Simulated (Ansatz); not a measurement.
# Single-point calculation, with input and output: In9Sb10H26 (charge +1)

- system: In9Sb10H26 (In9Sb10 wurtzite ring sphere), charge +1
- method: RKS PBE0-D4/def2-SVP (Ansatz 0.2.0)

The geometry comes from this level: r2SCAN-D4/def2-SVP.

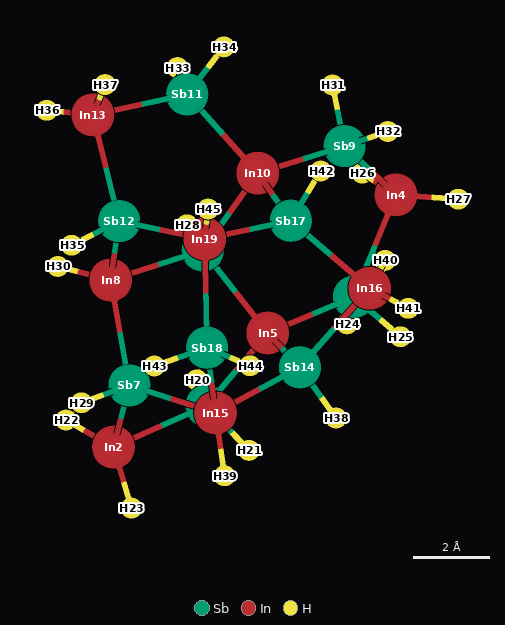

Fig. 1: The structure as given in the input (ball-and-stick view, seen at a tilt; atoms are numbered from 1 in the order of the input). Sticks mark near contacts.

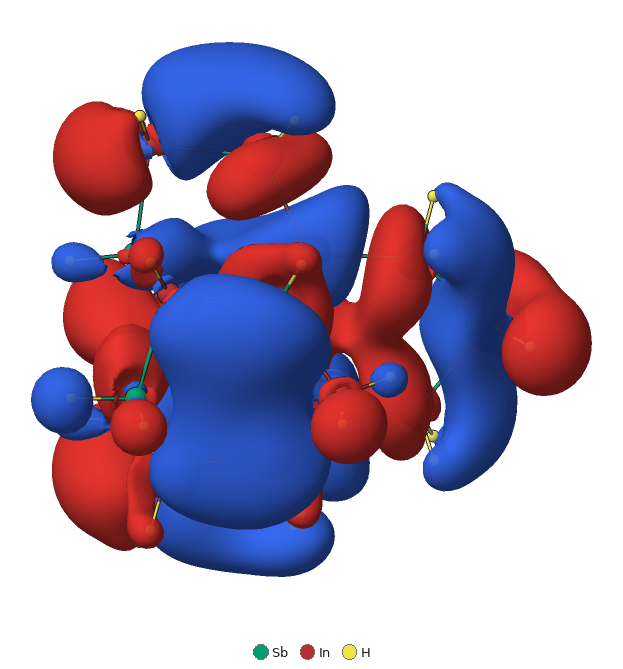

Fig. 2: One frontier orbital at ±0.02 Å⁻³ᐟ² (blue and red are the two phases), seen at a tilt. The LUMO, at −4.68 eV. It is spread over the whole molecule.

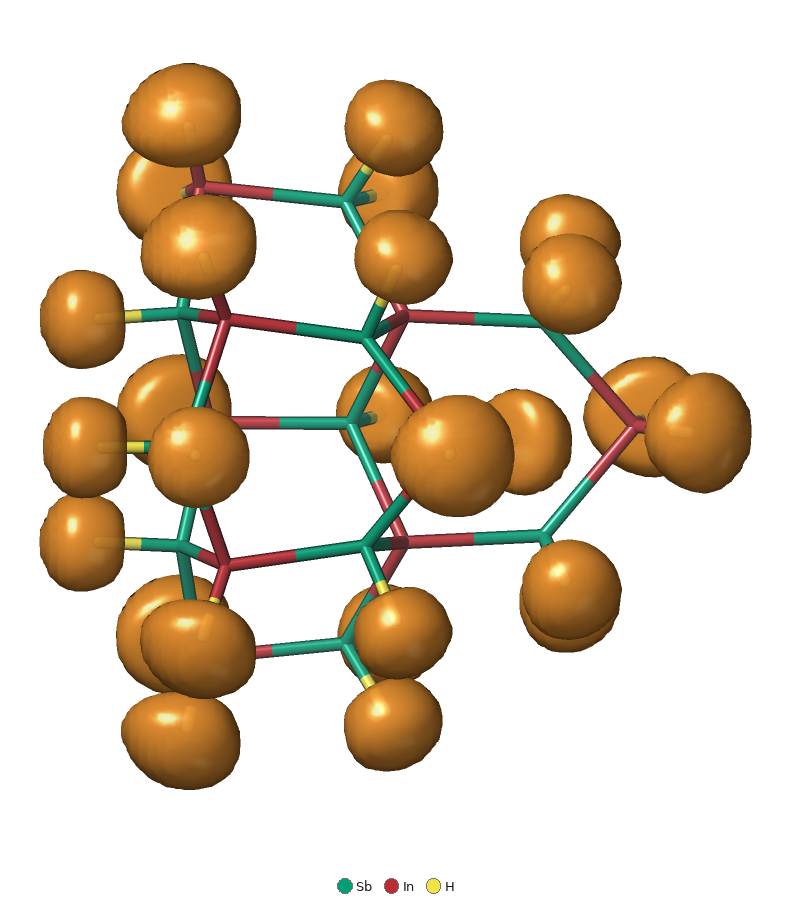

Fig. 3: Isosurface of the electron localisation function at 0.85 (orange), seen face on. Only the valence region is drawn (cores and ρ < 0.01 e/Å³ removed). The ELF exceeds this value in 26 regions around hydrogen nuclei. Along the contacts the grid gives the following. In–Sb (2.81 Å): the ELF peaks at about 0.70 between the atoms. Sb–H (1.70 Å): the ELF climbs to about 1 towards the hydrogen, as it does in any bond to H.

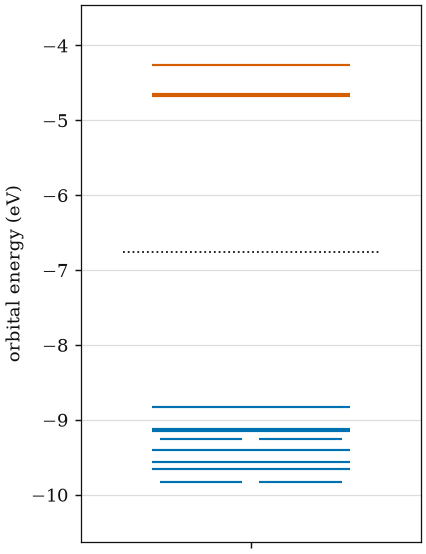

Fig. 4: Orbital energies near the frontier; the dotted line parts filled from empty levels, and levels within 0.02 eV of each other stand side by side. Highest filled −8.83 eV, lowest empty −4.68 eV, 4.15 eV apart.

The input that produced these results follows, with the program's output.

Input file
```yaml
crystal:
  periodic: [false, false, false]
  atoms:
    - {symbol: Sb, position_ang: [0.706034, -4.817874, -0.081753]}
    - {symbol: In, position_ang: [0.760084, -5.138912, 2.879582]}
    - {symbol: Sb, position_ang: [0.653930, -2.154766, -4.107706]}
    - {symbol: In, position_ang: [-0.883160, -0.510527, -5.991116]}
    - {symbol: In, position_ang: [0.765522, -2.242564, -1.259323]}
    - {symbol: Sb, position_ang: [-1.451588, -0.838434, -0.188000]}
    - {symbol: Sb, position_ang: [0.848008, -2.268397, 3.281202]}
    - {symbol: In, position_ang: [-1.581220, -0.912561, 2.698232]}
    - {symbol: Sb, position_ang: [-1.533691, 1.644305, -4.108284]}
    - {symbol: In, position_ang: [-1.557960, 1.783701, -1.260023]}
    - {symbol: Sb, position_ang: [-3.817951, 3.020050, -0.083517]}
    - {symbol: Sb, position_ang: [-1.539339, 1.869269, 3.280128]}
    - {symbol: In, position_ang: [-4.069182, 3.228214, 2.877868]}
    - {symbol: Sb, position_ang: [2.979575, -0.742778, -0.404373]}
    - {symbol: In, position_ang: [3.253529, -1.042291, 2.429799]}
    - {symbol: In, position_ang: [2.820640, 1.626183, -2.065156]}
    - {symbol: Sb, position_ang: [0.848765, 2.949204, -0.404654]}
    - {symbol: Sb, position_ang: [2.900844, 1.673543, 3.284442]}
    - {symbol: In, position_ang: [0.726365, 3.338339, 2.429128]}
    - {symbol: H, position_ang: [-0.598430, -5.589910, -0.853118]}
    - {symbol: H, position_ang: [1.930697, -5.660594, -0.907511]}
    - {symbol: H, position_ang: [-0.830490, -5.680109, 3.215953]}
    - {symbol: H, position_ang: [2.333739, -5.762762, 3.147116]}
    - {symbol: H, position_ang: [0.396537, -3.782528, -4.540028]}
    - {symbol: H, position_ang: [2.301259, -2.124319, -4.528825]}
    - {symbol: H, position_ang: [-2.362761, -1.362256, -6.123078]}
    - {symbol: H, position_ang: [0.278632, 0.158824, -7.052026]}
    - {symbol: H, position_ang: [-2.824912, -1.630357, -0.812911]}
    - {symbol: H, position_ang: [0.970834, -2.084348, 4.972221]}
    - {symbol: H, position_ang: [-3.001610, -1.731629, 3.235636]}
    - {symbol: H, position_ang: [-3.068004, 2.243313, -4.543522]}
    - {symbol: H, position_ang: [-0.675712, 3.051652, -4.526358]}
    - {symbol: H, position_ang: [-5.138375, 2.276061, -0.855265]}
    - {symbol: H, position_ang: [-3.935866, 4.501984, -0.909267]}
    - {symbol: H, position_ang: [-1.319626, 1.884273, 4.971275]}
    - {symbol: H, position_ang: [-5.332990, 2.121151, 3.214407]}
    - {symbol: H, position_ang: [-3.823337, 4.903179, 3.144769]}
    - {symbol: H, position_ang: [4.244631, -1.698218, -1.029448]}
    - {symbol: H, position_ang: [4.752787, -1.736515, 2.912600]}
    - {symbol: H, position_ang: [1.832291, 1.055941, -3.384793]}
    - {symbol: H, position_ang: [4.303380, 2.482618, -2.087688]}
    - {symbol: H, position_ang: [0.655045, 4.522491, -1.030156]}
    - {symbol: H, position_ang: [2.884120, 1.664013, 4.984564]}
    - {symbol: H, position_ang: [4.365972, 2.518881, 3.107275]}
    - {symbol: H, position_ang: [0.875382, 4.983960, 2.911201]}
basis:
  gaussian: {orbitals: def2-SVP, fitting: {mean_field: def2-universal-jkfit}, initial_orbitals: start.molden}
total_charge: 1
hamiltonian: {xc: pbe0, dispersion: d4}
scf: {omitted_lower_state_checks: [starts]}
output: {orbitals: {seedname: orbitals}}
```

Command:
```bash
ansatz run in.yaml --threads 4 --pin off --events-out ev --progress --plain --max-ram 41984MiB --backend cuda --devices 0, --max-vram 37GiB
```

What the program printed
```
Functional definition: PBE0
  name "PBE0"
  cite "Adamo & Barone, J. Chem. Phys. 110, 6158 (1999) doi:10.1063/1.478522"
  cite "Perdew, Burke & Ernzerhof, Phys. Rev. Lett. 77, 3865 (1996) doi:10.1103/PhysRevLett.77.3865"
  parent pbe
  parameter a = 0.25
  parameter kappa = 0.804
  parameter beta = 0.06672455060314922
  exchange = (1 - a)*pbe_x(kappa = kappa, mu = beta*pi^2/3) + a*exact_x
  correlation = pbe_c(beta = beta)
these checks for a lower state are left out or cut short: starts
4610 factors; integrals over basis functions are off by at most 3.5e-1 eV
mean field evaluation 1: about -112368.0376 eV, gradient 9.7e0 eV
mean field evaluation 2: about -112368.2881 eV, gradient 2.5e-1 eV
mean field evaluation 4: about -112368.2961 eV, gradient 5.2e-4 eV
mean field -112368.29607095 eV, -4129.4587146406 hartree, gradient 7.1e-6 eV, S^2 0.000000; 0 other end points of the search recorded, 0 dependent functions left out
reference -112368.29618035 eV, -4129.4587186611 hartree; 222, 222 occupied and 402, 402 virtual orbitals, 4610 factors
Total energy: -112371.44830136 eV, -4129.5745569715 hartree
Checks for a lower state left out: starts
```

Summary

```tsv
quantity	value
outcome	converged
total energy	−112371.4483 eV
mean-field energy	−112368.2962 eV
dispersion energy	−3.1521 eV
SCF solution under orbital rotations	stable
HOMO	−8.83 eV
LUMO	−4.68 eV
hardware	4 CPU threads, shared host
wall time	5.5 s (CPU time 9.6 s)
peak memory	1.2 GiB
```
